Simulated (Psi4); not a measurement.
# SiPH5O2 (SMILES O[SiH2]OP) at wB97M-V/6-31G(d) (spherical functions)

What is the vertical ionisation energy of SiPH5O2 at wB97M-V/6-31G* (spherical functions)? Input form: a Python script.

The results are computed with Psi4 1.11.

## Step 1: The molecule

The species is SiPH5O2 (9 atoms), meant as a singlet with charge 0. As SMILES, `O[SiH2]OP`. The shape is that of a PBE0-D4/def2-TZVP optimisation. This is one conformer, not always the lowest.

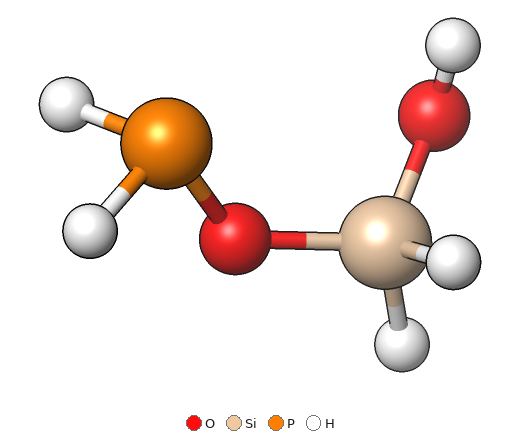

Viewed from a chosen angle; oxygen red, silicon light orange, phosphorus orange, hydrogen white.

## Step 2: The energy at wB97M-V/6-31G(d) (spherical functions)

The input, h5o2psi.xyz:

```xyz
9
H5O2PSi
O     -0.307900     1.144300    -1.642900
Si     0.817700     0.562000    -0.606400
O      0.302400    -0.778100     0.201800
P     -0.942200    -0.834900     1.277600
H     -0.998700     1.706900    -1.290600
H      1.170600     1.605300     0.391300
H      1.964500     0.123500    -1.421100
H     -0.305900    -1.590900     2.302600
H     -1.612000    -1.984300     0.770600
```

The input, run.py:

```python
import psi4

psi4.set_memory('2200 MB')
psi4.set_num_threads(1)
psi4.core.set_output_file('run.log', False)

with open('h5o2psi.xyz') as f:
    atoms = ''.join(f.readlines()[2:])
m = psi4.geometry('0 1\n' + atoms + 'symmetry c1\nno_reorient\nno_com')

psi4.set_options({
    'basis': '6-31G*',
    'reference': 'rks',
    'puream': True,
    'e_convergence': 1e-09,
    'd_convergence': 1e-08,
    'scf_type': 'pk',
    'dft_radial_points': 99,
    'dft_spherical_points': 590,
})

e, wfn = psi4.energy("WB97M-V", return_wfn=True)
print(f'WB97M-V energy: {e:.10f} Eh')
```

Run with:

```bash
$ python run.py
```

run.log:

```text
[...]
  Running in c1 symmetry.
[...]
  Nuclear repulsion =  233.152845558399036
[...]
  Multiplicity = 1
[...]
  Nalpha       = 25
  Nbeta        = 25
[...]
    Number of basis functions: 74
[...]
   @RKS iter   1:  -784.03385361435062   -5.03036e-01   9.43175e-03 ADIIS/DIIS
[...]
   @RKS iter  12:  -784.23096747747718   -1.70530e-12   4.17138e-09 DIIS
[...]
    Orbital Energies [Eh]
    ---------------------
    Doubly Occupied:
       1A    -77.407364     2A    -66.443296     3A    -19.357919
       4A    -19.354024     5A     -6.757357     6A     -5.476585
       7A     -4.871501     8A     -4.868305     9A     -4.864449
      10A     -3.791426    11A     -3.790239    12A     -3.788907
      13A     -1.148807    14A     -1.129161    15A     -0.766386
      16A     -0.673001    17A     -0.591962    18A     -0.551889
      19A     -0.536011    20A     -0.508455    21A     -0.474147
      22A     -0.444176    23A     -0.423188    24A     -0.403292
      25A     -0.345093
[...]
  @RKS Final Energy:  -784.23096747747718
   => Energetics <=
    Nuclear Repulsion Energy =            233.1528455583990365
    One-Electron Energy =               -1547.5550920633920668
    Two-Electron Energy =                 577.4598283843957915
    DFT Exchange-Correlation Energy =     -47.4922806460337554
    Empirical Dispersion Energy =           0.0000000000000000
    VV10 Nonlocal Energy =                  0.2037312891537438
    Total Energy =                       -784.2309674774771793
[...]
 Multipole Moments:
 ------------------------------------------------------------------------------------
     Multipole            Electronic (a.u.)      Nuclear  (a.u.)        Total (a.u.)
 ------------------------------------------------------------------------------------
 L = 1.  Multiply by 2.5417464519 to convert [e a0] to [Debye]
 Dipole X            :          4.3755105           -4.7445354           -0.3690249
 Dipole Y            :          3.7906485           -3.5250951            0.2655534
 Dipole Z            :          0.6432084           -0.1919962            0.4512122
 Magnitude           :                                                    0.6405392
[...]
```

On the terminal:

```text
WB97M-V energy: -784.2309674775 Eh
```

Wall time 4.3 min (1 thread of Intel Xeon Platinum 8259CL at 2.50GHz (Skylake/Cascade Lake), shared host); peak memory 1.4 GiB.

## Step 3: The doublet cation, same level

h5o2psi.xyz is that of step 2.

The input, h5o2psi.py:

```python
import psi4

psi4.set_memory('2200 MB')
psi4.set_num_threads(1)
psi4.core.set_output_file('run.log', False)

with open('h5o2psi.xyz') as f:
    atoms = ''.join(f.readlines()[2:])
m = psi4.geometry('1 2\n' + atoms + 'symmetry c1\nno_reorient\nno_com')

options = {'basis': '6-31G*', 'reference': 'uks', 'puream': True, 'e_convergence': 1e-09, 'd_convergence': 1e-08, 'scf_type': 'pk', 'dft_radial_points': 99, 'dft_spherical_points': 590, 'maxiter': 100}
psi4.set_options(options)

result, w = psi4.energy("WB97M-V", return_wfn=True)
print(f'total energy {result:.8f} hartree = {result * 27.211386:.5f} eV')
```

Run with:

```bash
$ python h5o2psi.py
```

run.log:

```text
[...]
  Running in c1 symmetry.
[...]
  Nuclear repulsion =  233.152845558399036
[...]
  Multiplicity = 2
[...]
  Nalpha       = 25
  Nbeta        = 24
[...]
    Number of basis functions: 74
[...]
   @UKS iter   1:  -783.66580910753578   -1.34991e-01   9.26247e-03 DIIS/ADIIS
[...]
   @UKS iter  19:  -783.87472567181965   -5.22959e-12   7.41448e-09 DIIS
[...]
   @S^2 Observed:                7.536795404E-01
[...]
    Orbital Energies [Eh]
    ---------------------
    Alpha Occupied:
       1A    -77.723841     2A    -66.627073     3A    -19.644410
       4A    -19.521241     5A     -7.071187     6A     -5.662406
       7A     -5.187005     8A     -5.182438     9A     -5.179816
      10A     -3.978554    11A     -3.975247    12A     -3.973482
      13A     -1.417437    14A     -1.302143    15A     -1.043696
      16A     -0.878230    17A     -0.819341    18A     -0.807478
      19A     -0.796176    20A     -0.718337    21A     -0.683661
      22A     -0.657203    23A     -0.639740    24A     -0.606153
      25A     -0.585908
    Alpha Virtual:
[...]
  @UKS Final Energy:  -783.87472567181965
   => Energetics <=
    Nuclear Repulsion Energy =            233.1528455583990365
    One-Electron Energy =               -1535.9205152825443292
    Two-Electron Energy =                 566.0103366335825967
    DFT Exchange-Correlation Energy =     -47.3184116120192613
    Empirical Dispersion Energy =           0.0000000000000000
    VV10 Nonlocal Energy =                  0.2010190307622290
    Total Energy =                       -783.8747256718196468
[...]
 Multipole Moments:
 ------------------------------------------------------------------------------------
     Multipole            Electronic (a.u.)      Nuclear  (a.u.)        Total (a.u.)
 ------------------------------------------------------------------------------------
 L = 1.  Multiply by 2.5417464519 to convert [e a0] to [Debye]
 Dipole X            :          3.2826353           -4.7445354           -1.4619001
 Dipole Y            :          2.7288990           -3.5250951           -0.7961961
 Dipole Z            :          2.3082015           -0.1919962            2.1162053
 Magnitude           :                                                    2.6924719
[...]
```

On the terminal:

```text
total energy -783.87472567 hartree = -21330.31774 eV
```

Wall time 7 min (1 thread of Intel Xeon Platinum 8259CL at 2.50GHz (Skylake/Cascade Lake), shared host); peak memory 1.4 GiB.

## Step 4: Summary of results

At wB97M-V/6-31G* (spherical functions):

```
                                          quantity          value
                     singlet SiPH5O2: total energy  -784.23097 Eh
                    singlet SiPH5O2: dipole moment         1.63 D
                      singlet SiPH5O2: HOMO energy       -9.39 eV
                      singlet SiPH5O2: LUMO energy        2.03 eV
                    singlet SiPH5O2: HOMO–LUMO gap       11.42 eV
                      doublet cation: total energy  -783.87473 Eh
doublet cation: HOMO energy (highest over α and β)      -15.88 eV
 doublet cation: LUMO energy (lowest over α and β)       -9.93 eV
                              doublet cation: ⟨S²⟩          0.754
vertical ionisation energy (to the doublet cation)       9.694 eV
```

**Reading.** Removing an electron at fixed nuclei costs 9.69 eV (935 kJ/mol). The negative HOMO energy of the first species, 9.39 eV, lies 0.30 eV below that difference.
